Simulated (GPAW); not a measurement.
**Geometry relaxation, with input and output: CBF2N (part 3 of 4)**

Continued. System: CBF2N, SMILES N#CB(F)F. Method: revPBE/real-space grid, dispersion TS, scalar-relativistic datasets (GPAW 26.7.0). The geometry comes from this level: PBE0-D4/def2-TZVP.

Geometry of the input (Å):
```
N  -0.7151  1.7897  0.8010
C  -0.3194  0.8048  0.3593
B  0.2120  -0.5174  -0.2338
F  1.4512  -0.8728  -0.0262
F  -0.5787  -1.2779  -0.9419
```

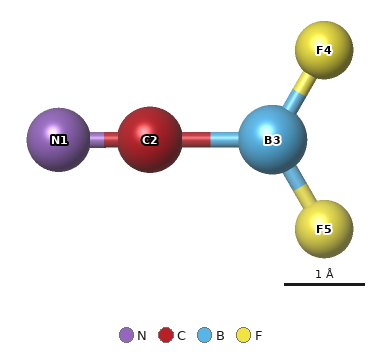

**Figure 1.** The structure as given in the input (ball-and-stick view, seen on its broad side; atoms are numbered from 1 in the order of the input).

The program's output, continued:
```
Forces in eV/Ang:
  0 N     0.01449   -0.01917   -0.00097
  1 C    -0.07653    0.06597   -0.01859
  2 B    -0.08478   -0.06214    0.01751
  3 F    -0.03711    0.00041   -0.06651
  4 F    -0.07043    0.03753   -0.06359
LBFGS:   17 00:05:56      -33.747756        0.106561
System changes: positions

Initializing position-dependent things.

Density initialized from wave functions
        .--------------------------.
       /|                          |
      / |                          |
     /  |                          |
    /   |                          |
   /    |                          |
  /     |                          |
 *      |                          |
 |      |       N                  |
 |      |                          |
 |      |        C                 |
 |      |        B  F              |
 |      |                          |
 |      |      F                   |
 |      .--------------------------.
 |     /                          /
 |    /                          /
 |   /                          /
 |  /                          /
 | /                          /
 |/                          /
 *--------------------------*

Atomic positions and initial magnetic moments

Positions:
   0 N      4.417884    7.056508    6.389980    ( 0.0000,  0.0000,  0.0000)
   1 C      4.772172    6.027562    5.976676    ( 0.0000,  0.0000,  0.0000)
   2 B      5.291275    4.706824    5.365810    ( 0.0000,  0.0000,  0.0000)
   3 F      6.531432    4.313804    5.605799    ( 0.0000,  0.0000,  0.0000)
   4 F      4.494528    3.951004    4.627703    ( 0.0000,  0.0000,  0.0000)

Unit cell:
           periodic     x           y           z      points  spacing
  1. axis:    no    11.000000    0.000000    0.000000    60     0.1833
  2. axis:    no     0.000000   11.000000    0.000000    60     0.1833
  3. axis:    no     0.000000    0.000000   11.000000    60     0.1833

  Lengths:  11.000000  11.000000  11.000000
  Angles:   90.000000  90.000000  90.000000

Effective grid spacing dv^(1/3) = 0.1833

iter:   1 00:05:57   -33.575032   -0.67
iter:   2 00:05:58   -33.577658   -1.43  -2.25
iter:   3 00:05:59   -33.577625c  -1.29  -2.27
iter:   4 00:06:00   -33.573373c  -2.02  -2.47
iter:   5 00:06:01   -33.573185c  -2.29  -2.82
iter:   6 00:06:02   -33.573205c  -2.93  -3.21
iter:   7 00:06:03   -33.573261c  -3.30  -3.45
iter:   8 00:06:04   -33.573227c  -3.58  -3.52
iter:   9 00:06:05   -33.573230c  -4.13  -3.95
iter:  10 00:06:06   -33.573231c  -4.55  -4.30c
iter:  11 00:06:07   -33.573232c  -4.91  -4.63c
iter:  12 00:06:09   -33.573233c  -5.24  -4.80c
iter:  13 00:06:10   -33.573233c  -5.59  -5.09c
iter:  14 00:06:11   -33.573233c  -5.98  -5.18c
iter:  15 00:06:12   -33.573233c  -6.31  -5.52c
iter:  16 00:06:13   -33.573233c  -6.64  -6.16c
iter:  17 00:06:14   -33.573233c  -7.02  -6.07c
iter:  18 00:06:15   -33.573233c  -7.31  -6.14c
iter:  19 00:06:16   -33.573233c  -7.67c -6.02c

Converged after 19 iterations.

Dipole moment: (0.118684, -0.329868, -0.143589) |e|*Ang

Energy contributions relative to reference atoms: (reference = -8614.397000)

Kinetic:        +37.357408
Potential:      -42.620884
External:        +0.000000
XC:             -29.309218
Entropy (-ST):   -0.000000
Local:           +0.999461
SIC:             +0.000000
--------------------------
Free energy:    -33.573233
Extrapolated:   -33.573233

 Band  Eigenvalues  Occupancy
    0    -32.06916    2.00000
    1    -31.38982    2.00000
    2    -23.34424    2.00000
    3    -16.02583    2.00000
    4    -14.42714    2.00000
    5    -13.97868    2.00000
    6    -12.83527    2.00000
    7    -11.39043    2.00000
    8    -11.27896    2.00000
    9    -10.96695    2.00000
   10     -9.44479    2.00000
   11     -9.34773    2.00000
   12     -9.22084    2.00000
   13     -3.39331    0.00000
   14     -1.57342    0.00000
   15     -0.54775    0.00000
   16      0.57116    0.00000
   17      0.72428    0.00000
   18      0.84169    0.00000
   19      1.43244    0.00000

Fermi level: -7.34143

Gap: 5.828 eV
Transition (v -> c):
  (s=0, k=0, n=12, [0.00, 0.00, 0.00]) -> (s=0, k=0, n=13, [0.00, 0.00, 0.00])
No difference between direct/indirect transitions

Forces in eV/Ang:
  0 N    -0.08660    0.09165    0.10780
  1 C     0.01798    0.09574   -0.09295
  2 B    -0.00657   -0.20111    0.08540
  3 F     0.15191   -0.04075   -0.04527
  4 F    -0.10627   -0.08539    0.17046

vdWTkatchenko09prl
vdW correction: -0.17147565232177228
Energy:         -33.74470858141681

Forces in eV/Ang:
  0 N    -0.05195   -0.00095    0.06735
  1 C     0.05459    0.00365   -0.13384
  2 B    -0.02685   -0.14459    0.10891
  3 F     0.02627    0.00647   -0.06387
  4 F    -0.03162   -0.00443    0.24690
LBFGS:   18 00:06:18      -33.744709        0.248951
System changes: positions

Initializing position-dependent things.

Density initialized from wave functions
        .--------------------------.
       /|                          |
      / |                          |
     /  |                          |
    /   |                          |
   /    |                          |
  /     |                          |
 *      |                          |
 |      |       N                  |
 |      |                          |
 |      |        C                 |
 |      |        B  F              |
 |      |                          |
 |      |      F                   |
 |      .--------------------------.
 |     /                          /
 |    /                          /
 |   /                          /
 |  /                          /
 | /                          /
 |/                          /
 *--------------------------*

Atomic positions and initial magnetic moments

Positions:
   0 N      4.416048    7.045994    6.389928    ( 0.0000,  0.0000,  0.0000)
   1 C      4.795884    6.032883    5.961979    ( 0.0000,  0.0000,  0.0000)
   2 B      5.303222    4.700053    5.371191    ( 0.0000,  0.0000,  0.0000)
   3 F      6.542949    4.305802    5.603971    ( 0.0000,  0.0000,  0.0000)
   4 F      4.498344    3.942723    4.647515    ( 0.0000,  0.0000,  0.0000)

Unit cell:
           periodic     x           y           z      points  spacing
  1. axis:    no    11.000000    0.000000    0.000000    60     0.1833
  2. axis:    no     0.000000   11.000000    0.000000    60     0.1833
  3. axis:    no     0.000000    0.000000   11.000000    60     0.1833

  Lengths:  11.000000  11.000000  11.000000
  Angles:   90.000000  90.000000  90.000000

Effective grid spacing dv^(1/3) = 0.1833

iter:   1 00:06:19   -33.578525   -1.05
iter:   2 00:06:20   -33.579621   -1.81  -2.46
iter:   3 00:06:21   -33.579426c  -1.71  -2.49
iter:   4 00:06:22   -33.577966c  -2.45  -2.72
iter:   5 00:06:23   -33.577936c  -2.67  -3.05
iter:   6 00:06:24   -33.577953c  -3.28  -3.54
iter:   7 00:06:25   -33.577963c  -3.70  -3.63
iter:   8 00:06:26   -33.577959c  -3.99  -3.82
iter:   9 00:06:27   -33.577960c  -4.47  -4.16c
iter:  10 00:06:29   -33.577961c  -4.87  -4.58c
iter:  11 00:06:30   -33.577961c  -5.20  -4.87c
iter:  12 00:06:31   -33.577962c  -5.56  -5.19c
iter:  13 00:06:32   -33.577962c  -5.91  -5.25c
iter:  14 00:06:33   -33.577962c  -6.29  -5.59c
iter:  15 00:06:34   -33.577962c  -6.56  -5.52c
iter:  16 00:06:35   -33.577962c  -6.92  -5.52c
iter:  17 00:06:36   -33.577962c  -7.31  -5.73c
iter:  18 00:06:37   -33.577962c  -7.58c -6.05c

Converged after 18 iterations.

Dipole moment: (0.124240, -0.329757, -0.145217) |e|*Ang

Energy contributions relative to reference atoms: (reference = -8614.397000)

Kinetic:        +37.731182
Potential:      -42.914813
External:        +0.000000
XC:             -29.391039
Entropy (-ST):   -0.000000
Local:           +0.996708
SIC:             +0.000000
--------------------------
Free energy:    -33.577962
Extrapolated:   -33.577962

 Band  Eigenvalues  Occupancy
    0    -32.08499    2.00000
    1    -31.40369    2.00000
    2    -23.34384    2.00000
    3    -16.03008    2.00000
    4    -14.43674    2.00000
    5    -13.98907    2.00000
    6    -12.84930    2.00000
    7    -11.39835    2.00000
    8    -11.28055    2.00000
    9    -10.97316    2.00000
   10     -9.43352    2.00000
   11     -9.35223    2.00000
   12     -9.21912    2.00000
   13     -3.38231    0.00000
   14     -1.56263    0.00000
   15     -0.54411    0.00000
   16      0.58374    0.00000
   17      0.71933    0.00000
   18      0.84100    0.00000
   19      1.44729    0.00000

Fermi level: -7.34143

Gap: 5.837 eV
Transition (v -> c):
  (s=0, k=0, n=12, [0.00, 0.00, 0.00]) -> (s=0, k=0, n=13, [0.00, 0.00, 0.00])
No difference between direct/indirect transitions

Forces in eV/Ang:
  0 N    -0.06407    0.13150    0.07168
  1 C    -0.02949    0.03469   -0.03816
  2 B     0.04064   -0.10770    0.04849
  3 F     0.06667    0.00099   -0.08072
  4 F    -0.17980   -0.08515   -0.14343

vdWTkatchenko09prl
vdW correction: -0.17207218274395125
Energy:         -33.7500340049654

Forces in eV/Ang:
  0 N    -0.02898    0.03877    0.03139
  1 C     0.00665   -0.05929   -0.07888
  2 B     0.01944   -0.05139    0.07247
  3 F    -0.05953    0.04871   -0.09926
  4 F    -0.10362   -0.00247   -0.06786
LBFGS:   19 00:06:39      -33.750034        0.125572
System changes: positions

Initializing position-dependent things.

Density initialized from wave functions
        .--------------------------.
       /|                          |
      / |                          |
     /  |                          |
    /   |                          |
   /    |                          |
  /     |                          |
 *      |                          |
 |      |       N                  |
 |      |                          |
 |      |        C                 |
 |      |        B  F              |
 |      |                          |
 |      |      F                   |
 |      .--------------------------.
 |     /                          /
 |    /                          /
 |   /                          /
 |  /                          /
 | /                          /
 |/                          /
 *--------------------------*

Atomic positions and initial magnetic moments

Positions:
   0 N      4.416276    7.046462    6.390138    ( 0.0000,  0.0000,  0.0000)
   1 C      4.793386    6.032669    5.960729    ( 0.0000,  0.0000,  0.0000)
   2 B      5.302616    4.700315    5.370457    ( 0.0000,  0.0000,  0.0000)
   3 F      6.542579    4.307636    5.601495    ( 0.0000,  0.0000,  0.0000)
   4 F      4.496678    3.943744    4.645689    ( 0.0000,  0.0000,  0.0000)

Unit cell:
           periodic     x           y           z      points  spacing
  1. axis:    no    11.000000    0.000000    0.000000    60     0.1833
  2. axis:    no     0.000000   11.000000    0.000000    60     0.1833
  3. axis:    no     0.000000    0.000000   11.000000    60     0.1833

  Lengths:  11.000000  11.000000  11.000000
  Angles:   90.000000  90.000000  90.000000

Effective grid spacing dv^(1/3) = 0.1833

iter:   1 00:06:40   -33.578633   -2.95
iter:   2 00:06:41   -33.578638   -3.71  -3.35
iter:   3 00:06:42   -33.578630c  -3.43  -3.37
iter:   4 00:06:43   -33.578580c  -4.12  -3.49
iter:   5 00:06:44   -33.578581c  -4.48  -3.96
iter:   6 00:06:45   -33.578581c  -5.27  -4.29c
iter:   7 00:06:46   -33.578581c  -5.64  -4.70c
iter:   8 00:06:47   -33.578581c  -5.99  -4.61c
iter:   9 00:06:48   -33.578581c  -6.41  -5.21c
iter:  10 00:06:49   -33.578581c  -6.91  -5.45c
iter:  11 00:06:50   -33.578581c  -7.28  -5.84c
iter:  12 00:06:51   -33.578581c  -7.66c -6.07c

Converged after 12 iterations.

Dipole moment: (0.125055, -0.330367, -0.144416) |e|*Ang

Energy contributions relative to reference atoms: (reference = -8614.397000)

Kinetic:        +37.675765
Potential:      -42.871524
External:        +0.000000
XC:             -29.379772
Entropy (-ST):   -0.000000
Local:           +0.996951
SIC:             +0.000000
--------------------------
Free energy:    -33.578581
Extrapolated:   -33.578581

 Band  Eigenvalues  Occupancy
    0    -32.08391    2.00000
    1    -31.40491    2.00000
    2    -23.34085    2.00000
    3    -16.03053    2.00000
    4    -14.43583    2.00000
    5    -13.99011    2.00000
    6    -12.84892    2.00000
    7    -11.39941    2.00000
    8    -11.27969    2.00000
    9    -10.97577    2.00000
   10     -9.43149    2.00000
   11     -9.35177    2.00000
   12     -9.21709    2.00000
   13     -3.38312    0.00000
   14     -1.56304    0.00000
   15     -0.54491    0.00000
   16      0.58321    0.00000
   17      0.71894    0.00000
   18      0.84130    0.00000
   19      1.44214    0.00000

Fermi level: -7.34143

Gap: 5.834 eV
Transition (v -> c):
  (s=0, k=0, n=12, [0.00, 0.00, 0.00]) -> (s=0, k=0, n=13, [0.00, 0.00, 0.00])
No difference between direct/indirect transitions

Forces in eV/Ang:
  0 N    -0.06019    0.10766    0.06043
  1 C    -0.02283    0.06255   -0.01768
  2 B    -0.00414   -0.10865    0.01774
  3 F     0.09426   -0.02848   -0.05980
  4 F    -0.15338   -0.08573   -0.10233

vdWTkatchenko09prl
vdW correction: -0.17203396435453758
Energy:         -33.750614881512796

Forces in eV/Ang:
  0 N    -0.02514    0.01499    0.02013
  1 C     0.01327   -0.03151   -0.05861
  2 B    -0.02517   -0.05237    0.04181
  3 F    -0.03181    0.01916   -0.07819
  4 F    -0.07743   -0.00293   -0.02678
LBFGS:   20 00:06:54      -33.750615        0.086557
System changes: positions

Initializing position-dependent things.

Density initialized from wave functions
        .--------------------------.
       /|                          |
      / |                          |
     /  |                          |
    /   |                          |
   /    |                          |
  /     |                          |
 *      |                          |
 |      |       N                  |
 |      |                          |
 |      |        C                 |
 |      |        B  F              |
 |      |                          |
 |      |      F                   |
 |      .--------------------------.
 |     /                          /
 |    /                          /
 |   /                          /
 |  /                          /
 | /                          /
 |/                          /
 *--------------------------*

Atomic positions and initial magnetic moments

Positions:
   0 N      4.416630    7.046378    6.391389    ( 0.0000,  0.0000,  0.0000)
   1 C      4.788255    6.032506    5.956228    ( 0.0000,  0.0000,  0.0000)
   2 B      5.298583    4.698066    5.370287    ( 0.0000,  0.0000,  0.0000)
   3 F      6.541245    4.308968    5.595412    ( 0.0000,  0.0000,  0.0000)
   4 F      4.489449    3.945118    4.643472    ( 0.0000,  0.0000,  0.0000)

Unit cell:
           periodic     x           y           z      points  spacing
  1. axis:    no    11.000000    0.000000    0.000000    60     0.1833
  2. axis:    no     0.000000   11.000000    0.000000    60     0.1833
  3. axis:    no     0.000000    0.000000   11.000000    60     0.1833

  Lengths:  11.000000  11.000000  11.000000
  Angles:   90.000000  90.000000  90.000000

Effective grid spacing dv^(1/3) = 0.1833

iter:   1 00:06:55   -33.579858   -2.13
iter:   2 00:06:56   -33.579936   -2.90  -2.96
iter:   3 00:06:57   -33.580064c  -2.62  -2.97
iter:   4 00:06:58   -33.579707c  -3.34  -3.06
iter:   5 00:06:59   -33.579717c  -3.58  -3.62
iter:   6 00:07:00   -33.579714c  -4.37  -3.96
iter:   7 00:07:01   -33.579714c  -4.91  -4.13c
iter:   8 00:07:02   -33.579714c  -5.15  -4.29c
iter:   9 00:07:03   -33.579714c  -5.66  -4.77c
iter:  10 00:07:04   -33.579714c  -6.08  -5.06c
iter:  11 00:07:05   -33.579714c  -6.43  -5.54c
iter:  12 00:07:06   -33.579714c  -6.80  -5.71c
iter:  13 00:07:07   -33.579714c  -7.16  -6.00c
iter:  14 00:07:08   -33.579714c  -7.55c -6.15c

Converged after 14 iterations.

Dipole moment: (0.124573, -0.333016, -0.142692) |e|*Ang

Energy contributions relative to reference atoms: (reference = -8614.397000)

Kinetic:        +37.480672
Potential:      -42.717977
External:        +0.000000
XC:             -29.339265
Entropy (-ST):   -0.000000
Local:           +0.996857
SIC:             +0.000000
--------------------------
Free energy:    -33.579714
Extrapolated:   -33.579714

 Band  Eigenvalues  Occupancy
    0    -32.07802    2.00000
    1    -31.40635    2.00000
    2    -23.33450    2.00000
    3    -16.03003    2.00000
    4    -14.43107    2.00000
    5    -13.99149    2.00000
    6    -12.84547    2.00000
    7    -11.40169    2.00000
    8    -11.27645    2.00000
    9    -10.98282    2.00000
   10     -9.42601    2.00000
   11     -9.35102    2.00000
   12     -9.21212    2.00000
   13     -3.38552    0.00000
   14     -1.56277    0.00000
   15     -0.54757    0.00000
   16      0.58174    0.00000
   17      0.71726    0.00000
   18      0.84209    0.00000
   19      1.43276    0.00000

Fermi level: -7.34143

Gap: 5.827 eV
Transition (v -> c):
  (s=0, k=0, n=12, [0.00, 0.00, 0.00]) -> (s=0, k=0, n=13, [0.00, 0.00, 0.00])
No difference between direct/indirect transitions

Forces in eV/Ang:
  0 N    -0.05063    0.07017    0.02994
  1 C    -0.01365    0.09379    0.03891
  2 B    -0.01873   -0.08418   -0.04868
  3 F     0.09270   -0.04944   -0.00169
  4 F    -0.05800   -0.10166   -0.02516

vdWTkatchenko09prl
vdW correction: -0.17176636184933228
Energy:         -33.751480285086004

Forces in eV/Ang:
  0 N    -0.01581   -0.02236   -0.01031
  1 C     0.02203   -0.00024   -0.00239
  2 B    -0.03945   -0.02820   -0.02444
  3 F    -0.03250   -0.00198   -0.01959
  4 F     0.01741   -0.01854    0.05006
LBFGS:   21 00:07:10      -33.751480        0.056144
System changes: positions

Initializing position-dependent things.
```
